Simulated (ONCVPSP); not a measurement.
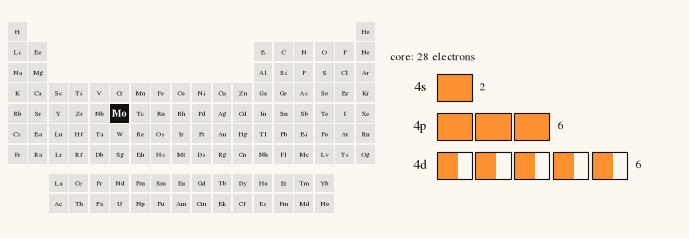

Left, the place of molybdenum in the periodic table; right, the valence shells of the reference configuration: a box for each of the 2l + 1 orbitals, shaded by the share of the shell that is filled, with the electron count at the right.

# Run report: Mo, pseudopotential generation

Molybdenum (Mo, Z = 42), core [Ar] 3d10, reference valence 4s2 4p6 4d6, valence charge 14. Computed at this level: ONCV potential, PBE, scalar-relativistic, made with ONCVPSP 4.0.1.

### Log (extracts)
```
ONCVPSP  (Optimized Norm-Conservinng Vanderbilt PSeudopotential)
scalar-relativistic version 4.0.1

#   n    l    f        energy (Ha)
    1    0    2.00    -7.2839309E+02
    2    0    2.00    -1.0280163E+02
    2    1    6.00    -9.1892541E+01
    3    0    2.00    -1.7430113E+01
    3    1    6.00    -1.3854788E+01
    3    2   10.00    -8.0382453E+00
    4    0    2.00    -2.2860958E+00
    4    1    6.00    -1.3395063E+00
    4    2    6.00    -8.4829782E-02

Reference configufation results
  iterations    31
  all-electron total energy (Ha)   -4.04859131D+03

Begin loop to  construct optimized pseudo wave functions
and semi-local pseudopoentials for all angular momenta

   Wellstate for l =  0  n =  6
     eigenvalue =   0.4139
     asymptotic potential =   0.9139
     half-point radius =  6.5054

Calculating optimized projector #   1

 for l=   0

    Fraction of norm inside rc  0.874647
    Optimizing pswf for qcut=   6.80 a_B^-1,  ecut=  23.10 Ha
    Residual kinetic energy error=  1.22D-04 Ha

    Energy error per electron        Cutoff
         Ha          eV             Ha
         0.01000     0.27211       15.37
         0.00100     0.02721       19.60
         0.00010     0.00272       24.27
         0.00001     0.00027       51.98

Calculating optimized projector #   2

 for l=   0

    Fraction of norm inside rc  0.032476
    Optimizing pswf for qcut=   6.80 a_B^-1,  ecut=  23.10 Ha
    Residual kinetic energy error=  5.70D-05 Ha

    Energy error per electron        Cutoff
         Ha          eV             Ha
         0.01000     0.27211       11.37
         0.00100     0.02721       17.67
         0.00010     0.00272       22.25
         0.00001     0.00027       37.88

Calculating optimized projector #   1

 for l=   1

    Fraction of norm inside rc  0.778497
    Optimizing pswf for qcut=  11.30 a_B^-1,  ecut=  63.87 Ha
    Residual kinetic energy error=  3.53D-08 Ha

    Energy error per electron        Cutoff
         Ha          eV             Ha
         0.01000     0.27211       22.19
         0.00100     0.02721       31.07
         0.00010     0.00272       37.63
         0.00001     0.00027       42.48

   Wellstate for l =  2  n =  7
     eigenvalue =   3.9152
     asymptotic potential =   4.4152
     half-point radius =  3.8802

Calculating optimized projector #   1

 for l=   2

    Fraction of norm inside rc  0.622615
    Optimizing pswf for qcut=   7.30 a_B^-1,  ecut=  26.62 Ha
    Residual kinetic energy error=  1.25D-07 Ha

    Energy error per electron        Cutoff
         Ha          eV             Ha
         0.01000     0.27211       12.58
         0.00100     0.02721       16.55
         0.00010     0.00272       19.72
         0.00001     0.00027       22.27

Calculating optimized projector #   2

 for l=   2

    Fraction of norm inside rc  0.176937
    Optimizing pswf for qcut=   7.30 a_B^-1,  ecut=  26.62 Ha
    Residual kinetic energy error=  4.09D-06 Ha

    Energy error per electron        Cutoff
         Ha          eV             Ha
         0.01000     0.27211       16.49
         0.00100     0.02721       20.12
         0.00010     0.00272       22.93
         0.00001     0.00027       26.12

Construct Vanderbilt / Kleinmman-Bylander projectors

B matrix Hermiticity error, ll=   0
   1   2   -2.2199E-04

  Orthonormal projector coefficients  1.1338E+01  1.6586E+00

B matrix Hermiticity error, ll=   2
   1   2    1.7569E-04

  Orthonormal projector coefficients  1.9348E+00 -1.4500E+00

Pseudoatom total energy  -67.776442

Diagnostic tests using Vanderbilt-Kleinman-Bylander pseudopotentials
  1 or more projectors used as specified by nproj input data

   l    rcore       rmatch      e in        delta e   norm test  slope test

   0   1.5529045   1.6000541  -2.2860958  -0.0000024   1.0001396   1.0001429
   0   1.5529045   1.6000541   0.4139042   0.0000251   1.0003371   1.0003371

   1   1.5529045   1.6000541  -1.3395063  -0.0000126   0.9999946   1.0000071

   2   2.2101697   2.2772752  -0.0848298  -0.0000008   1.0000205   1.0000200
   2   2.2101697   2.2772752   3.9151702   0.0000171   1.0000795   1.0000795

 Testing for bound ghosts
   n   l    E NL Schr. Eq   E Basis Diag.   E Cutoff

   1   0       -2.286098       -2.286092     78.56

   2   1       -1.339519       -1.339414     41.25

   3   2       -0.084831       -0.081530     90.69

 Testing for highly-localized positive-energy ghosts
       l    <radius>/rc     E Basis Diag.   E Cutoff

       0        0.912925        9.291946     78.56  WARNING - GHOST(+)

Test configuration 0

   n   l     f        eae           eps        diff
   1   0  2.0000 -728.39308556
   2   0  2.0000 -102.80162955
   2   1  6.0000  -91.89254098
   3   0  2.0000  -17.43011330
   3   1  6.0000  -13.85478830
   3   2 10.0000   -8.03824532
   4   0  2.0000   -2.28609583   -2.28609823   -2.41D-06
   4   1  6.0000   -1.33950629   -1.33951889   -1.26D-05
   4   2  6.0000   -0.08482978   -0.08483056   -7.83D-07

    Total energies and differences
      AE_ref= -4.04859131D+03  AE_tst= -4.04859131D+03  dif=  0.00D+00
      PS_ref= -6.77764423D+01  PS_tst= -6.77764423D+01  dif= -5.40D-13
      PSP excitation error=  5.40D-13

Test configuration 1

   n   l     f        eae           eps        diff
   1   0  2.0000 -728.47039780
   2   0  2.0000 -102.88456092
   2   1  6.0000  -91.97505839
   3   0  2.0000  -17.51227143
   3   1  6.0000  -13.93697492
   3   2 10.0000   -8.12082945
   4   0  2.0000   -2.36471407   -2.36409824    6.16D-04
   4   1  6.0000   -1.41432009   -1.41405159    2.68D-04
   4   2  5.0000   -0.13792070   -0.13791799    2.70D-06
   5   0  1.0000   -0.15018184   -0.15019802   -1.62D-05

    Total energies and differences
      AE_ref= -4.04859131D+03  AE_tst= -4.04861934D+03  dif= -2.80D-02
      PS_ref= -6.77764423D+01  PS_tst= -6.78045413D+01  dif= -2.81D-02
      PSP excitation error=  7.05D-05

Test configuration 2

   n   l     f        eae           eps        diff
   1   0  2.0000 -728.71926635
   2   0  2.0000 -103.12951684
   2   1  6.0000  -92.22026278
   3   0  2.0000  -17.75824307
   3   1  6.0000  -14.18292710
   3   2 10.0000   -8.36647840
   4   0  2.0000   -2.61340332   -2.61319479    2.09D-04
   4   1  6.0000   -1.66434364   -1.66428594    5.77D-05
   4   2  5.0000   -0.38270971   -0.38271887   -9.16D-06

    Total energies and differences
      AE_ref= -4.04859131D+03  AE_tst= -4.04836612D+03  dif=  2.25D-01
      PS_ref= -6.77764423D+01  PS_tst= -6.75512637D+01  dif=  2.25D-01
      PSP excitation error=  9.26D-06

Test configuration 3

psatom: WARNING lschvkbb convergence error n,l,iter=   3   2   5
ea(ii),et,emin,emax -1.003846E-01 -1.104231E-01 -1.104231E-01 -1.104231E-01
run_config: WARNING for fully non-local PS atom, stg. 1
 WARNING no output for configuration 4

Test configuration 4

psatom: WARNING lschvkbb convergence error n,l,iter=   3   2   5
ea(ii),et,emin,emax -1.003846E-01 -1.104231E-01 -1.104231E-01 -1.104231E-01
run_config: WARNING for fully non-local PS atom, stg. 1
 WARNING no output for configuration 5
```

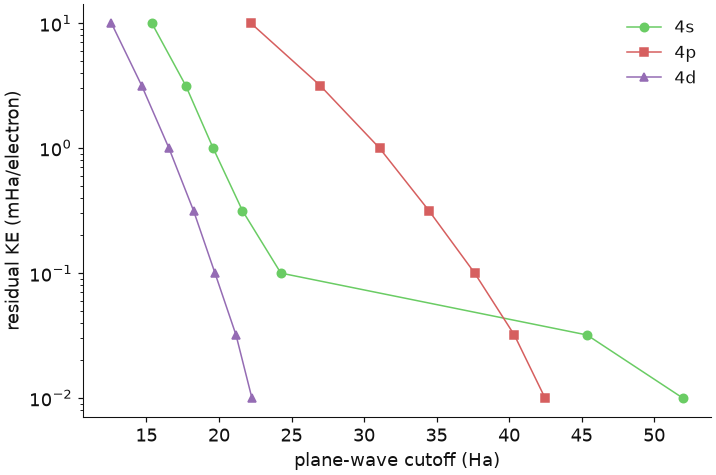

Residual kinetic energy of the pseudo-waves (the first of each channel, and further valence shells) beyond the plane-wave cutoff, as the generator prints it.

- Cutoffs for the occupied states: 31 Ha for 1 mHa and 38 Ha for 0.1 mHa per electron. The first is set by 4p.
- Hardest wave at 1 mHa per electron: 4p, with rc = 1.55 bohr and qcut = 11.3 1/bohr. The optimisation minimises, but can't always remove, the kinetic energy above qcut²/2 = 63.8 Ha, and a larger rc would as a rule soften the wave at some cost in transferability.
- Cutoffs for 1 mHa per electron: 4p: 31 Ha; 4s: 20 Ha; 4d: 17 Ha.

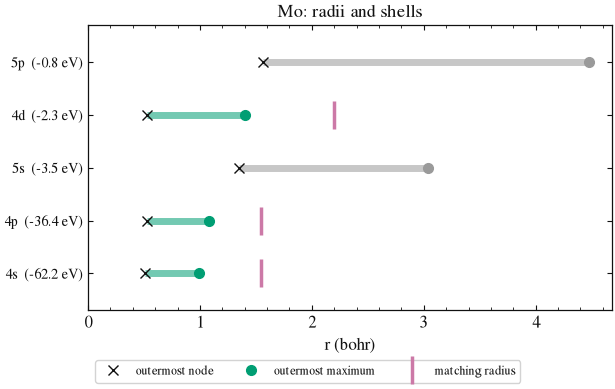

Outer shells of the all-electron reference atom: each bar runs from the outermost node (or the nucleus) to the outermost maximum of u(r); the tick is the radius chosen for the pseudo-wave. Shells without a tick have no pseudo-wave of their own. Levels, nodes and maxima are from ld1.x, scalar-relativistic.

- Radii against the shells: 4s: 1.55 bohr, outside the maximum; 4p: 1.55 bohr, outside the maximum; 4d: 2.20 bohr, outside the maximum.

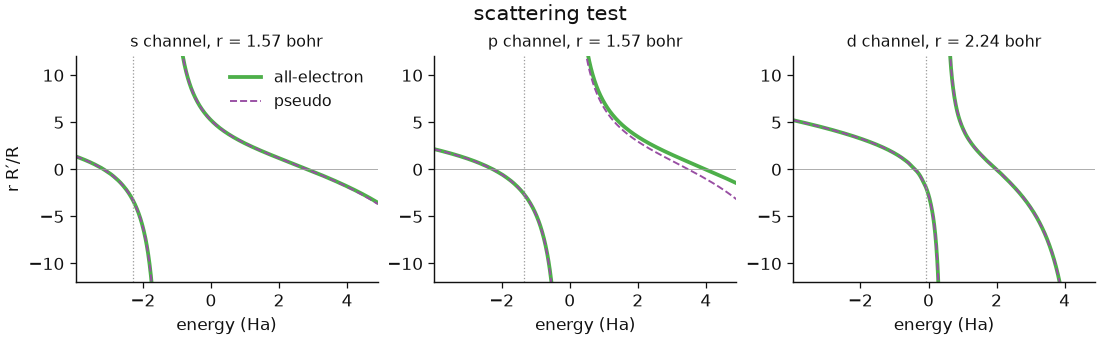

Logarithmic derivatives r R′/R at the test radius against energy, all-electron atom (solid) and pseudo-atom (dashed). Here R(r) is the radial function. The dotted line marks the reference energy of the channel. Not drawn: f: not judged.

- Ghost states: the plot shows none: pseudo and all-electron curves have the same branches in all channels drawn. The separate test gives: no bound ghost flagged; GHOST(+) flagged for s at 252.8 eV.
- Zeros of the logarithmic derivative: s: all-electron -3.2 and 2.8 Ha, pseudo -3.2 and 2.8 Ha; p: all-electron -2.3 and 4.0 Ha, pseudo -2.3 and 3.5 Ha; d: all-electron -0.4 and 2.0 Ha, pseudo -0.4 and 2.0 Ha.

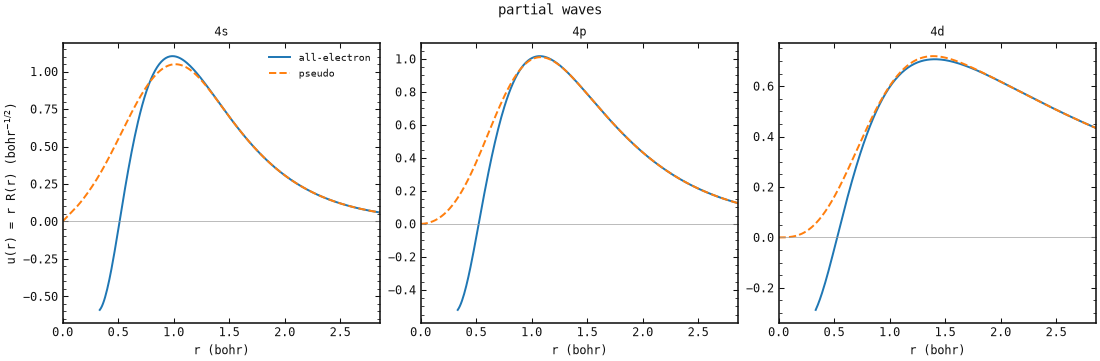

All-electron valence functions (solid) with their pseudo partners (dashed). The innermost oscillations of some all-electron curves aren't drawn. Reference configuration 4s2 4p6 4d6.

- Matching radii: 4s at 1.55 bohr; 4p at 1.55 bohr; 4d at 2.20 bohr. The curves merge smoothly, so the plot gives these only roughly.
- Nodes of the pseudo-waves: 4s has no node; 4p has no node; 4d has no node.

### Input file
```
# ATOM AND REFERENCE CONFIGURATION
# atsym  z   nc   nv     iexc    psfile
  Mo 42.00    6    3        4      upf
#
#   n    l    f
    1    0    2.00
    2    0    2.00
    2    1    6.00
    3    0    2.00
    3    1    6.00
    3    2   10.00
    4    0    2.00
    4    1    6.00
    4    2    6.00
#
# PSEUDOPOTENTIAL AND OPTIMIZATION
# lmax
    2
#
#   l,   rc,      ep,       ncon, nbas, qcut
    0    1.55    0.00    4    7    6.80
    1    1.55    0.00    3    6   11.30
    2    2.20    0.00    4    9    7.30
#
# LOCAL POTENTIAL
# lloc, lpopt,  rc(5),   dvloc0
    4    5    1.30    0.00
#
# VANDERBILT-KLEINMAN-BYLANDER PROJECTORs
# l, nproj, debl
    0    2    2.70
    1    1    3.10
    2    2    4.00
#
# MODEL CORE CHARGE
# icmod, fcfact, rcfact
    0    0.00    0.00
#
# LOG DERIVATIVE ANALYSIS
# epsh1, epsh2, depsh
   -4.00    5.00    0.02
#
# OUTPUT GRID
# rlmax, drl
    6.00    0.01
#
# TEST CONFIGURATIONS
# ncnf
    4
# nvcnf
#   n    l    f
    4
    4    0    2.00
    4    1    6.00
    4    2    5.00
    5    0    1.00
#
    3
    4    0    2.00
    4    1    6.00
    4    2    5.00
#
    3
    4    0    2.00
    4    1    6.00
    4    2    4.00
#
    5
    4    0    2.00
    4    1    6.00
    4    2    4.00
    5    0    1.00
    5    1    1.00
#
```

Launched with:
```bash
oncvpsp.x < Mo.dat > Mo.out
```

### Key numbers

- outcome: generated
- cutoffs needed: 31 Ha and 38 Ha (the cutoffs at which the residual kinetic energy of the hardest occupied pseudo-wave falls to 1 and 0.1 mHa per electron)
- ghost test: no bound ghost flagged; GHOST(+) flagged for s at 252.8 eV
- configuration tests: 2 of 4 tests not solved
- largest excitation error among the tests solved: +1.9 meV (all-electron minus pseudo) for 4s2 4p6 4d5 5s1
- range over which the phases arctan(r R′/R) at the test radius agree within 0.05 rad (a looser test near the poles than one of phase shifts): s: over the whole range computed; p: up to about 2.0 Ha; d: over the whole range computed; f: not judged, local potential alone
- hardware: 1 CPU thread, shared host
- wall time: 6.7 s

### Notes

Warnings of the program, in the generation or the tests: psatom: WARNING lschvkbb convergence error n,l,iter= 3 2 5.
